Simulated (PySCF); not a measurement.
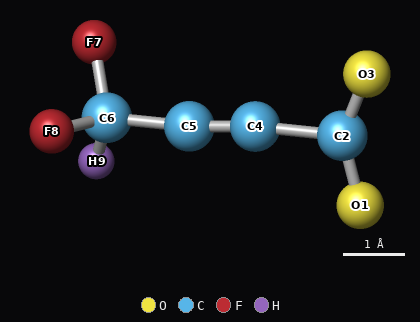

Figure 1. The structure as given in the input (ball-and-stick view, seen at a tilt; atoms are numbered from 1 in the order of the input).

**EPR calculation, with input and output: C4HF2O2**

The run: EPR calculation of C4HF2O2, multiplicity 2, SMILES [O]C(=O)C#CC(F)F. Method and program: UKS B3LYP, pcH-1 on C F H O, non-relativistic, mean-field spin-orbit, GIAO (PySCF 2.14.0).

It belongs to a series of runs on one base structure; here: H removed from O.

Log:
```
UKS, coarse grid
  cycle   1  E = -502.66053741  |g| = 9.34e-01
  cycle   2  E = -498.35816865  |g| = 2.89e+00
  cycle   3  E = -502.83025947  |g| = 5.55e-01
  cycle   4  E = -502.95387619  |g| = 3.46e-01
  cycle   5  E = -502.90272948  |g| = 5.02e-01
  cycle   6  E = -502.99844805  |g| = 1.55e-01
  cycle   7  E = -503.00557201  |g| = 9.25e-02
  cycle   8  E = -503.00908250  |g| = 4.87e-02
  cycle   9  E = -503.01024593  |g| = 3.07e-02
  cycle  10  E = -503.01076738  |g| = 2.40e-02
  cycle  11  E = -503.01157910  |g| = 1.37e-02
  cycle  12  E = -503.01213449  |g| = 6.83e-03
  cycle  13  E = -503.01233828  |g| = 6.14e-03
  cycle  14  E = -503.01262603  |g| = 7.97e-03
  cycle  15  E = -503.01282413  |g| = 1.30e-02
  cycle  16  E = -503.01282356  |g| = 4.84e-03
  cycle  17  E = -503.01293965  |g| = 3.08e-03
  cycle  18  E = -503.01294292  |g| = 2.21e-03
  cycle  19  E = -503.01296354  |g| = 1.58e-03
  cycle  20  E = -503.01296430  |g| = 1.70e-03
  cycle  21  E = -503.01296494  |g| = 1.75e-04
UKS, final grid
  cycle   1  E = -503.01300532  |g| = 2.97e-04
  cycle   2  E = -503.01300515  |g| = 7.59e-04
  cycle   3  E = -503.01300536  |g| = 1.07e-04
  cycle   4  E = -503.01300536  |g| = 3.08e-05
  cycle   5  E = -503.01300536  |g| = 2.98e-05
E = -503.01300536 Eh   <S^2> = 0.7564 (exact 0.7500)
g shifts (ppm)      1          2          3
  rmc          -293       -293       -293
  gc              0         42         70
  oz_so         784       4076       4782
  total         492       3825       4559
hyperfine (MHz)  atom isotope    a_iso     a_fc   dipolar eigenvalues
    0   17O     -46.17     -46.17   -212.87    101.69    111.18
    1   13C     -55.84     -55.84     -8.72     -1.10      9.81
    2   17O       7.62       7.62    -31.43     14.53     16.91
    3   13C     235.29     235.29    -25.72    -16.53     42.25
    4   13C      23.35      23.35    -18.09    -10.27     28.37
    5   13C      -5.60      -5.60     -0.97     -0.81      1.78
    6   19F       8.05       8.05     -5.15     -5.02     10.17
    7   19F      -3.08      -3.08     -4.14     -2.33      6.47
    8    1H      19.29      19.29     -1.83     -0.28      2.10
```

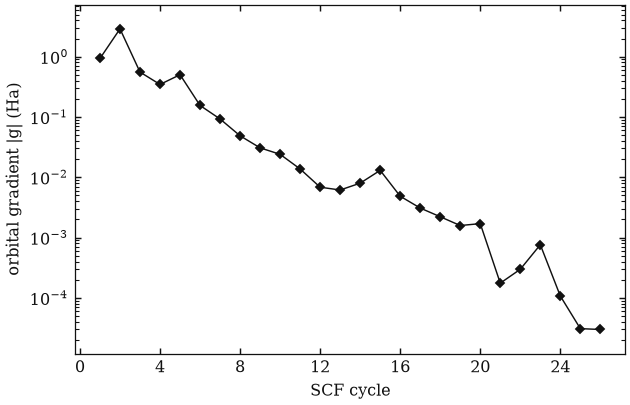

Figure 2. Convergence of the self-consistent field: orbital gradient |g| against the SCF cycle. All cycles printed in the log are drawn one after another.

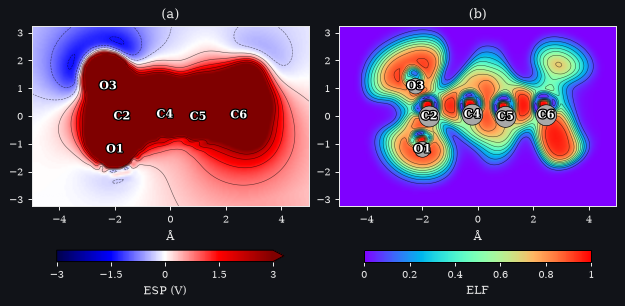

Figure 3. (a) electrostatic potential; (b) ELF on the plane of atoms O1, C2 and C4. Grey discs, where drawn, cover atomic cores. C–C (1.20 Å): the ELF peaks at about 0.90 between the atoms; a multiple bond by its length, whose ELF region spreads away from the axis. C–O (1.20 Å): the ELF is about 0.25 at the midpoint and 0.10 at its lowest between the atoms.

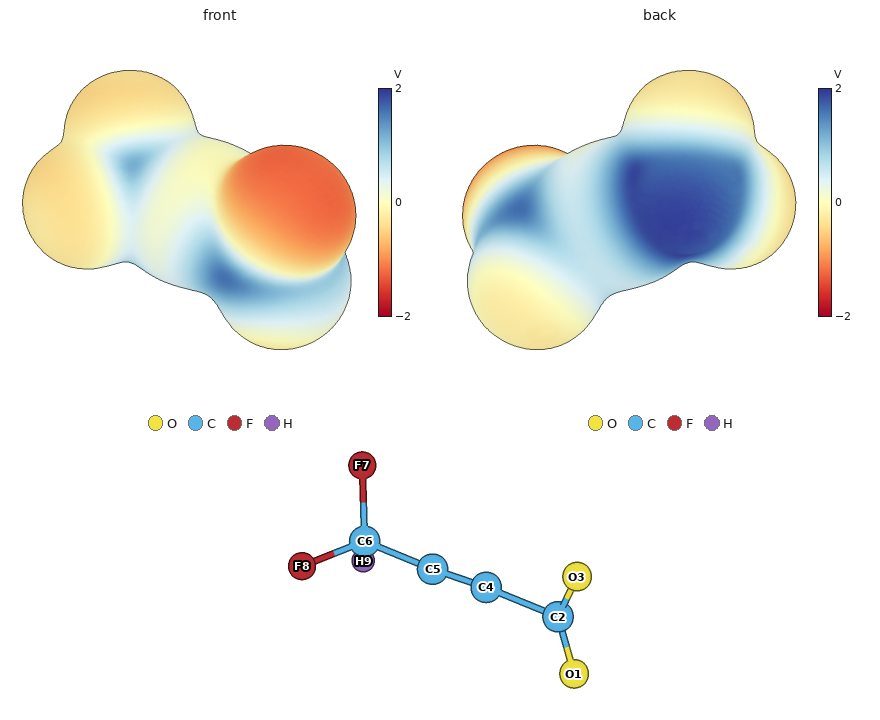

Figure 4. The molecular electrostatic potential painted on the density surface at 0.002 e/bohr³, seen at a tilt and from behind; red is negative and blue positive. The bare structure is drawn below in the same view. A positive charge is drawn to the negative regions and a negative charge to the positive ones.

This output came from the following input.

The input:
```
{"job": {"kind": "epr", "basis": "pcH-1"}, "charge": 0, "multiplicity": 2}
O      2.813090     0.482487    -1.045726
C      2.352337     0.304910     0.061696
O      2.633306     0.242775     1.225725
C      0.839865     0.095386    -0.184422
C     -0.311314    -0.007385    -0.498700
C     -1.745497    -0.200317    -0.734468
F     -2.472447     0.290566     0.287320
F     -2.037281    -1.510527    -0.840752
H     -2.058497     0.308099    -1.664723
```

The first line tells a small driver script what to run in PySCF; the rest is the geometry in Å.

Launch command:
```bash
OMP_NUM_THREADS=1 python <driver script> task.json out
```

Summary:

- outcome: converged
- total energy: −503.013005 hartree
- ⟨S²⟩: 0.756
- isotropic g: 2.0053
- hardware: 1 CPU thread, shared host
- wall time: 35 s
- peak memory: 0.71 GiB
